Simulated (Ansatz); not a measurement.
# PH₂+ (triplet): correlated methods under varied settings at angle H2–P1–H3 = 67.2°

Aim: run PH₂+ (triplet) at one geometry under a spread of methods and options, and see what each costs and gives.

The runs use Ansatz 0.2.0, Gaussian basis; the settings change from run to run.

19 further runs of the same task are left out: 10 that didn't finish, 9 set aside as unsound or not needed.

### 1 The geometry

The geometry derives from a PBE0/def2-TZVP stationary point (not a proven minimum). One angle is set to the value named; bond lengths are kept.

3 atoms, charge 1, spin multiplicity 3.

Atoms are counted from 1 here; the program's logs count them from 0.

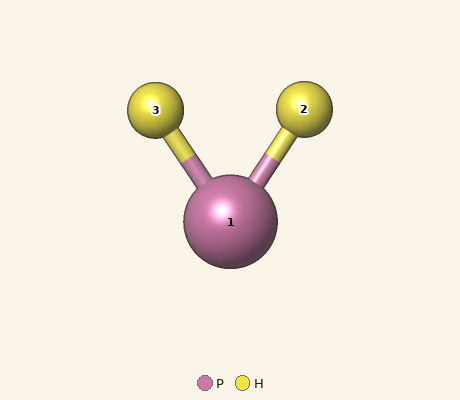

The structure; phosphorus pink, hydrogen yellow; atoms are numbered from 1 in the order of the file.

### 2 BCCD on ROHF/6-31G

The input, in.yaml:

```yaml
crystal:
  periodic: [false, false, false]
  atoms:
    - {symbol: P, position_ang: [0.000000, -0.072071, 0.000000]}
    - {symbol: H, position_ang: [0.000000, 1.107364, -0.783615]}
    - {symbol: H, position_ang: [0.000000, 1.107364, 0.783615]}
basis:
  gaussian: {orbitals: 6-31G}
total_charge: 1
magnetization: {spin_polarized: false, initial_magnetization: 2}
correlation: {method: bccd, electrons: valence}
output: {forces: true}
```

The run is started by

```
> ansatz run in.yaml --threads 1 --pin off --events-out ev --progress --plain --max-ram 2393MiB
```

The log of the run, shortened:

```text
Functional definition: HF
  name "HF"
  cite "Fock, Z. Phys. 61, 126 (1930) doi:10.1007/BF01340294"
  parent pbe
[...]
204 factors; integrals over basis functions are off by at most 3.1e-4 eV
[...]
mean field -9289.68382001 eV, -341.3895836114 hartree, gradient 3.0e-6 eV, S^2 2.000000; 7 other end points of the search recorded, 0 dependent functions left out
determinant -9289.68382001 eV, -341.3895836114 hartree, with singles and doubles -9291.34443723 eV, -341.4506101687 hartree
determinant -9288.64386741 eV, -341.3513660584 hartree, with singles and doubles -9290.23257837 eV, -341.4097501093 hartree
5 core orbitals not correlated: weight in the atoms' cores, before any rotation towards them, 1.000 or more for the frozen orbitals, at most 0.000 for the correlated occupied ones
reference -9289.68382001 eV, -341.3895836114 hartree; 4, 2 occupied and 8, 10 virtual orbitals, 204 factors
second order -1.12254167 eV of doubles, -0.01865245 eV of singles
cycle   1  -1.66250317 eV  change   -1.9e-3 eV  update   3.1e-3
[...]
cycle   9  -1.66103633 eV  change    1.1e-6 eV  update   7.4e-7
[...]
Total energy: -9291.34485633 eV, -341.4506255705 hartree
Atom 0 at     0.000000    -0.072071     0.000000 Å, force     0.000000     1.620130    -0.000000 eV/Å
Atom 1 at     0.000000     1.107364    -0.783615 Å, force     0.000000    -0.810065    -3.482751 eV/Å
Atom 2 at     0.000000     1.107364     0.783615 Å, force     0.000000    -0.810065     3.482751 eV/Å
Dipole moment:     0.000000     0.052827     0.000000 e Å
```

Run time: 0.45 s. Hardware: 1 thread of Arm Neoverse V1, shared host.

From the report: correlation -1.6610 eV; largest double amplitude 0.09.

### 3 CASCI(4,7)/cc-pVDZ

in.yaml, as its differences from that of step 2:

```diff
@@ -7,6 +7,5 @@
 basis:
-  gaussian: {orbitals: 6-31G}
+  gaussian: {orbitals: cc-pVDZ}
 total_charge: 1
 magnetization: {spin_polarized: false, initial_magnetization: 2}
-correlation: {method: bccd, electrons: valence}
-output: {forces: true}
+correlation: {active_space: {window: {electrons: 4, orbitals: 7}, fixed_orbitals: true}}
```

Same command.

The log of the run:

```text
Functional definition: HF
  name "HF"
  cite "Fock, Z. Phys. 61, 126 (1930) doi:10.1007/BF01340294"
  parent pbe
  exchange = exact_x
  correlation = 0
280 factors; integrals over basis functions are off by at most 1.3e-3 eV
mean field evaluation 1: about -9290.7109 eV, gradient 7.7e0 eV
mean field evaluation 2: about -9290.7138 eV, gradient 7.7e0 eV
mean field evaluation 4: about -9291.2370 eV, gradient 9.9e-1 eV
mean field evaluation 8: about -9291.2500 eV, gradient 1.8e-3 eV
mean field evaluation 16: about -9290.6977 eV, gradient 4.2e-5 eV
mean field evaluation 32: about -9290.6920 eV, gradient 8.7e-1 eV
mean field -9291.24995970 eV, -341.4471381837 hartree, gradient 3.7e-6 eV, S^2 2.000000; 6 other end points of the search recorded, 0 dependent functions left out
reference -9291.24995970 eV, -341.4471381837 hartree; 9, 7 occupied and 19, 21 virtual orbitals, 280 factors
state -9291.54697402 eV, -341.4580532585 hartree
Total energy: -9291.54697402 eV, -341.4580532585 hartree
```

Wall time 0.18 s (1 thread of Arm Neoverse V1, shared host).

From the report: 90 determinants; active occupations 1.98, 1.00, 1.00, 0.02, 0.00, 0.00, 0.00.

### 4 MP2 on UHF/cc-pVDZ

The input, in.yaml:

```yaml
crystal:
  periodic: [false, false, false]
  atoms:
    - {symbol: P, position_ang: [0.000000, -0.072071, 0.000000]}
    - {symbol: H, position_ang: [0.000000, 1.107364, -0.783615]}
    - {symbol: H, position_ang: [0.000000, 1.107364, 0.783615]}
basis:
  gaussian: {orbitals: cc-pVDZ, fitting: {mean_field: def2-universal-jkfit}}
total_charge: 1
magnetization: {spin_polarized: true, initial_magnetization: 2}
hamiltonian: {pseudopotentials: {relativity: scalar}}
correlation: {method: mp2, electrons: outside_noble_gas}
scf: {lower_state_search: full}
output: {forces: true}
```

Same command.

The log of the run, shortened:

```text
Functional definition: HF
  name "HF"
  cite "Fock, Z. Phys. 61, 126 (1930) doi:10.1007/BF01340294"
  parent pbe
[...]
164 factors; integrals over basis functions are off by at most 3.9e-1 eV
[...]
mean field -9311.15465277 eV, -342.1786221619 hartree, gradient 1.4e-6 eV, S^2 2.010548; 8 other end points of the search recorded, 0 dependent functions left out
5 core orbitals not correlated: weight in the atoms' cores, before any rotation towards them, 1.000 or more for the frozen orbitals, at most 0.000 for the correlated occupied ones
reference -9311.15465277 eV, -342.1786221619 hartree; 4, 2 occupied and 19, 21 virtual orbitals, 164 factors
second order -2.33018619 eV of doubles, -0.00000000 eV of singles
[...]
Total energy: -9313.48483896 eV, -342.2642549250 hartree
Relativity: scalar
Atom 0 at     0.000000    -0.072071     0.000000 Å, force     0.000000     2.447374     0.000000 eV/Å
Atom 1 at     0.000000     1.107364    -0.783615 Å, force     0.000000    -1.223687    -3.105636 eV/Å
Atom 2 at     0.000000     1.107364     0.783615 Å, force    -0.000000    -1.223687     3.105636 eV/Å
Dipole moment:     0.000000     0.072731    -0.000000 e Å
```

It took 0.24 s on 1 thread of Arm Neoverse V1, shared host.

From the report: ⟨S²⟩ of the determinant 2.011 (pure triplet: 2.00).

### 5 CCSDT(Q)/B on ROHF/STO-3G

The input, in.yaml:

```yaml
crystal:
  periodic: [false, false, false]
  atoms:
    - {symbol: P, position_ang: [0.000000, -0.072071, 0.000000]}
    - {symbol: H, position_ang: [0.000000, 1.107364, -0.783615]}
    - {symbol: H, position_ang: [0.000000, 1.107364, 0.783615]}
basis:
  gaussian: {orbitals: STO-3G, fitting: {mean_field: def2-universal-jkfit}}
total_charge: 1
magnetization: {spin_polarized: false, initial_magnetization: 2}
correlation: {method: ccsdt_q_b, electrons: all}
scf: {lower_state_search: off}
```

Same command.

The log of the run, shortened:

```text
Functional definition: HF
  name "HF"
  cite "Fock, Z. Phys. 61, 126 (1930) doi:10.1007/BF01340294"
  parent pbe
[...]
164 factors; integrals over basis functions are off by at most 8.1e-3 eV
[...]
mean field -9188.92180245 eV, -337.6866477652 hartree, gradient 1.9e-6 eV, S^2 2.000000; 0 other end points of the search recorded, 0 dependent functions left out
reference -9188.92180245 eV, -337.6866477652 hartree; 9, 7 occupied and 2, 4 virtual orbitals, 164 factors
second order -0.89060930 eV of doubles, -0.00929106 eV of singles
cycle   1  -1.20918235 eV  change   -3.1e-1 eV  update   5.3e-2
[...]
cycle  12  -1.44188463 eV  change    8.6e-7 eV  update   9.2e-7
perturbative correction -0.00050314 eV, -0.0000184900 hartree
Total energy: -9190.36419022 eV, -337.7396545381 hartree
Checks for a lower state left out: stability, starts, cluster_reference, orbital_swaps, neighbouring_geometries, increment
```

It took 2.6 s on 1 thread of Arm Neoverse V1, shared host.

From the report: correlation -1.4424 eV; T1 0.009; largest double amplitude 0.12.

### 6 HF/def2-SVP

The input, in.yaml:

```yaml
crystal:
  periodic: [false, false, false]
  atoms:
    - {symbol: P, position_ang: [0.000000, -0.072071, 0.000000]}
    - {symbol: H, position_ang: [0.000000, 1.107364, -0.783615]}
    - {symbol: H, position_ang: [0.000000, 1.107364, 0.783615]}
basis:
  gaussian: {orbitals: def2-SVP}
total_charge: 1
magnetization: {spin_polarized: false, initial_magnetization: 2}
hamiltonian: {xc: hf, pseudopotentials: {relativity: none}}
accuracy: high
scf: {lower_state_search: full}
output: {orbitals: {seedname: orbitals}}
```

Same command.

The log of the run:

```text
Functional definition: HF
  name "HF"
  cite "Fock, Z. Phys. 61, 126 (1930) doi:10.1007/BF01340294"
  parent pbe
  exchange = exact_x
  correlation = 0
493 factors; integrals over basis functions are off by at most 3.5e-9 eV
mean field evaluation 1: about -9287.7733 eV, gradient 7.9e0 eV
mean field evaluation 2: about -9287.7784 eV, gradient 7.9e0 eV
mean field evaluation 4: about -9288.2832 eV, gradient 9.6e-1 eV
mean field evaluation 8: about -9288.2951 eV, gradient 1.5e-3 eV
mean field evaluation 16: about -9287.8863 eV, gradient 4.1e0 eV
mean field evaluation 32: about -9287.6939 eV, gradient 7.8e-2 eV
mean field evaluation 64: about -9287.6939 eV, gradient 2.0e-2 eV
mean field evaluation 96: about -9288.2951 eV, gradient 1.0e-8 eV
mean field evaluation 128: about -9288.2951 eV, gradient 2.1e-8 eV
mean field -9288.29508993 eV, -341.3385487225 hartree, gradient 2.1e-8 eV, S^2 2.000000; 8 other end points of the search recorded, 0 dependent functions left out
reference -9288.29508993 eV, -341.3385487225 hartree; 9, 7 occupied and 19, 21 virtual orbitals, 493 factors
Total energy: -9288.29508993 eV, -341.3385487225 hartree
```

Wall time 0.3 s (1 thread of Arm Neoverse V1, shared host).

### 7 NEVPT4(SD)(2,4)/cc-pVDZ

The input, in.yaml:

```yaml
crystal:
  periodic: [false, false, false]
  atoms:
    - {symbol: P, position_ang: [0.000000, -0.072071, 0.000000]}
    - {symbol: H, position_ang: [0.000000, 1.107364, -0.783615]}
    - {symbol: H, position_ang: [0.000000, 1.107364, 0.783615]}
basis:
  gaussian: {orbitals: cc-pVDZ}
total_charge: 1
magnetization: {spin_polarized: false, initial_magnetization: 2}
correlation: {method: fic_nevpt4_sd, electrons: all, active_space: {window: {electrons: 2, orbitals: 4}, states: [{multiplicity: 3, weights: [1, 1, 1]}]}}
```

Launched as before.

The log of the run, shortened:

```text
Functional definition: HF
  name "HF"
  cite "Fock, Z. Phys. 61, 126 (1930) doi:10.1007/BF01340294"
  parent pbe
[...]
515 factors; integrals over basis functions are off by at most 1.3e-7 eV
[...]
mean field -9291.24998081 eV, -341.4471389593 hartree, gradient 3.5e-6 eV, S^2 2.000000; 6 other end points of the search recorded, 0 dependent functions left out
reference -9291.24998081 eV, -341.4471389593 hartree; 9, 7 occupied and 19, 21 virtual orbitals, 515 factors
state -9291.11418266 eV, -341.4421484695 hartree
state -9285.22459859 eV, -341.2257102467 hartree
state -9282.70452965 eV, -341.1330994214 hartree
state -9291.11418266 eV, -341.4421484695 hartree; corrected -9294.49363519 eV, -341.5663410590 hartree
state -9285.22459859 eV, -341.2257102467 hartree; corrected -9288.54402032 eV, -341.3476967455 hartree
state -9282.70452965 eV, -341.1330994214 hartree; corrected -9286.55542199 eV, -341.2746171049 hartree
state -9290.70880824 eV, -341.4272512341 hartree
state -9285.45203887 eV, -341.2340685230 hartree
state -9282.56111330 eV, -341.1278289679 hartree
state -9290.70880824 eV, -341.4272512341 hartree; corrected -9294.27781642 eV, -341.5584098658 hartree
state -9285.45203887 eV, -341.2340685230 hartree; corrected -9288.81609904 eV, -341.3576954542 hartree
state -9282.56111330 eV, -341.1278289679 hartree; corrected -9286.45181161 eV, -341.2708094936 hartree
state -9291.11418266 eV, -341.4421484695 hartree; corrected -9294.49363519 eV, -341.5663410590 hartree
state -9285.22459859 eV, -341.2257102467 hartree; corrected -9288.54402032 eV, -341.3476967455 hartree
state -9282.70452965 eV, -341.1330994214 hartree; corrected -9286.55542199 eV, -341.2746171049 hartree
Total energy: -9289.86435917 eV, -341.3962183032 hartree
```

It took 1.6 s on 1 thread of Arm Neoverse V1, shared host.

From the report: 4 determinants; active occupations (of the averaged states) 1.00, 0.33, 0.33, 0.33.

### 8 CCSD(T) on UHF/def2-mTZVP

The input, in.yaml:

```yaml
crystal:
  periodic: [false, false, false]
  atoms:
    - {symbol: P, position_ang: [0.000000, -0.072071, 0.000000]}
    - {symbol: H, position_ang: [0.000000, 1.107364, -0.783615]}
    - {symbol: H, position_ang: [0.000000, 1.107364, 0.783615]}
basis:
  gaussian: {orbitals: def2-mTZVP}
total_charge: 1
magnetization: {spin_polarized: true, initial_magnetization: 2}
correlation: {method: ccsd_t, electrons: outside_noble_gas}
scf: {omitted_lower_state_checks: [cluster_reference]}
```

Same command.

The log of the run, shortened:

```text
Functional definition: HF
  name "HF"
  cite "Fock, Z. Phys. 61, 126 (1930) doi:10.1007/BF01340294"
  parent pbe
[...]
247 factors; integrals over basis functions are off by at most 7.1e-4 eV
[...]
mean field -9291.21007623 eV, -341.4456724931 hartree, gradient 7.2e-7 eV, S^2 2.011168; 6 other end points of the search recorded, 0 dependent functions left out
5 core orbitals not correlated: weight in the atoms' cores, before any rotation towards them, 1.000 or more for the frozen orbitals, at most 0.000 for the correlated occupied ones
reference -9291.21007623 eV, -341.4456724931 hartree; 4, 2 occupied and 19, 21 virtual orbitals, 247 factors
second order -1.97325629 eV of doubles, -0.00000000 eV of singles
cycle   1  -2.38009808 eV  change   -4.1e-1 eV  update   5.6e-2
[...]
cycle  10  -2.60471823 eV  change    4.6e-6 eV  update   4.7e-6
perturbative correction -0.06420853 eV, -0.0023596199 hartree
Total energy: -9293.87900299 eV, -341.5437537426 hartree
Checks for a lower state left out: cluster_reference
```

Run time: 0.42 s. Hardware: 1 thread of Arm Neoverse V1, shared host.

From the report: ⟨S²⟩ of the determinant 2.011 (pure triplet: 2.00); correlation -2.6689 eV; T1 0.019; largest double amplitude 0.08.

### 9 CCSDT(Q) on UHF/cc-pVDZ

The input, in.yaml:

```yaml
crystal:
  periodic: [false, false, false]
  atoms:
    - {symbol: P, position_ang: [0.000000, -0.072071, 0.000000]}
    - {symbol: H, position_ang: [0.000000, 1.107364, -0.783615]}
    - {symbol: H, position_ang: [0.000000, 1.107364, 0.783615]}
basis:
  gaussian: {orbitals: cc-pVDZ}
total_charge: 1
magnetization: {spin_polarized: true, initial_magnetization: 2}
correlation: {method: ccsdt_q, electrons: valence}
```

Same command.

The log of the run, shortened:

```text
Functional definition: HF
  name "HF"
  cite "Fock, Z. Phys. 61, 126 (1930) doi:10.1007/BF01340294"
  parent pbe
[...]
515 factors; integrals over basis functions are off by at most 1.3e-7 eV
[...]
mean field -9291.32735095 eV, -341.4499822594 hartree, gradient 1.3e-6 eV, S^2 2.010998; 6 other end points of the search recorded, 0 dependent functions left out
determinant -9291.32735095 eV, -341.4499822594 hartree, with singles and doubles -9294.31260244 eV, -341.5596882284 hartree
determinant -9290.90760130 eV, -341.4345567443 hartree, with singles and doubles -9294.00509168 eV, -341.5483874165 hartree
determinant -9291.32735095 eV, -341.4499822594 hartree, with singles and doubles -9294.31307932 eV, -341.5597057535 hartree
determinant -9290.90760130 eV, -341.4345567443 hartree, with singles and doubles -9294.00520506 eV, -341.5483915831 hartree
5 core orbitals not correlated: weight in the atoms' cores, before any rotation towards them, 1.000 or more for the frozen orbitals, at most 0.000 for the correlated occupied ones
reference -9291.32735095 eV, -341.4499822594 hartree; 4, 2 occupied and 19, 21 virtual orbitals, 515 factors
second order -2.33016546 eV of doubles, -0.00000000 eV of singles
cycle   1  -2.77826729 eV  change   -4.5e-1 eV  update   5.7e-2
[...]
cycle  15  -3.08076483 eV  change   -1.3e-7 eV  update   1.9e-7
perturbative correction -0.00176199 eV, -0.0000647520 hartree
Total energy: -9294.40987777 eV, -341.5632630309 hartree
```

Run time: 3 s. Hardware: 1 thread of Arm Neoverse V1, shared host.

From the report: ⟨S²⟩ of the determinant 2.011 (pure triplet: 2.00); correlation -3.0825 eV; T1 0.019; largest double amplitude 0.08.

### 10 BCCD(T) on UHF/def2-SVP

in.yaml, as its differences from that of step 9:

```diff
@@ -7,5 +7,7 @@
 basis:
-  gaussian: {orbitals: cc-pVDZ}
+  gaussian: {orbitals: def2-SVP}
 total_charge: 1
 magnetization: {spin_polarized: true, initial_magnetization: 2}
-correlation: {method: ccsdt_q, electrons: valence}
+hamiltonian: {pseudopotentials: {relativity: none}}
+correlation: {method: bccd_t, electrons: valence}
+output: {forces: true}
```

Launched as before.

The log of the run, shortened:

```text
Functional definition: HF
  name "HF"
  cite "Fock, Z. Phys. 61, 126 (1930) doi:10.1007/BF01340294"
  parent pbe
[...]
265 factors; integrals over basis functions are off by at most 2.3e-3 eV
[...]
mean field -9288.37119059 eV, -341.3413453701 hartree, gradient 1.7e-6 eV, S^2 2.011306; 6 other end points of the search recorded, 0 dependent functions left out
determinant -9288.37119059 eV, -341.3413453701 hartree, with singles and doubles -9291.35133005 eV, -341.4508634752 hartree
determinant -9287.89914980 eV, -341.3239981911 hartree, with singles and doubles -9290.98863262 eV, -341.4375345904 hartree
determinant -9288.37119059 eV, -341.3413453701 hartree, with singles and doubles -9291.35173930 eV, -341.4508785148 hartree
determinant -9287.89914980 eV, -341.3239981911 hartree, with singles and doubles -9290.98875750 eV, -341.4375391798 hartree
5 core orbitals not correlated: weight in the atoms' cores, before any rotation towards them, 1.000 or more for the frozen orbitals, at most 0.000 for the correlated occupied ones
reference -9288.37119059 eV, -341.3413453701 hartree; 4, 2 occupied and 19, 21 virtual orbitals, 265 factors
second order -2.33516749 eV of doubles, -0.00000000 eV of singles
cycle   1  -2.97771605 eV  change    2.8e-3 eV  update   4.8e-3
[...]
cycle  11  -2.97673926 eV  change   -4.3e-9 eV  update   1.6e-7
perturbative correction -0.07816907 eV, -0.0028726602 hartree
[...]
Total energy: -9291.42609892 eV, -341.4536111804 hartree
Atom 0 at     0.000000    -0.072071     0.000000 Å, force    -0.000000     2.241161    -0.000000 eV/Å
Atom 1 at     0.000000     1.107364    -0.783615 Å, force     0.000000    -1.120580    -3.062704 eV/Å
Atom 2 at     0.000000     1.107364     0.783615 Å, force    -0.000000    -1.120580     3.062704 eV/Å
Dipole moment:     0.000000     0.082262    -0.000000 e Å
```

It took 1.1 s on 1 thread of Arm Neoverse V1, shared host.

From the report: ⟨S²⟩ of the determinant 2.011 (pure triplet: 2.00); correlation -3.0549 eV; largest double amplitude 0.08.

### 11 The runs in one table

Where basis and cores are those of an earlier FCI/cc-pVDZ run (-9294.4095 eV), and the state is the same kind, the miss against it is given.

| level | correlated | functions | energy (eV) | from FCI (meV) | time |
| --- | --- | --- | --- | --- | --- |
| BCCD on ROHF/6-31G | valence | 17 | -9291.3449 |  | 0.45 s |
| CASCI(4,7)/cc-pVDZ |  | 28 | -9291.5470 | 2862.5 | 0.18 s |
| MP2 on UHF/cc-pVDZ (relativity set) | outside noble gas | 28 | -9313.4848 |  | 0.24 s |
| CCSDT(Q)/B on ROHF/STO-3G | all | 11 | -9190.3642 |  | 2.6 s |
| HF/def2-SVP |  | 28 | -9288.2951 |  | 0.3 s |
| NEVPT4(SD)(2,4)/cc-pVDZ (mean of several states) | all | 28 | -9289.8644 |  | 1.6 s |
| CCSD(T) on UHF/def2-mTZVP | outside noble gas | 28 | -9293.8790 |  | 0.42 s |
| CCSDT(Q) on UHF/cc-pVDZ | valence | 28 | -9294.4099 | -0.4 | 3 s |
| BCCD(T) on UHF/def2-SVP | valence | 28 | -9291.4261 |  | 1.1 s |

### 12 Outcome

| quantity | value |
| --- | --- |
| runs | 9 |
| quickest | CASCI(4,7)/cc-pVDZ, 0.18 s |
| slowest | CCSDT(Q) on UHF/cc-pVDZ, 3 s |

Total energies in different bases, with other cores or another treatment of relativity can't be set against each other. CCSDT(Q) on UHF/cc-pVDZ took 17 times as long as CASCI(4,7)/cc-pVDZ; the jobs differ in more than the method. Hartree-Fock, CASSCF and CASCI lack dynamic correlation by design.
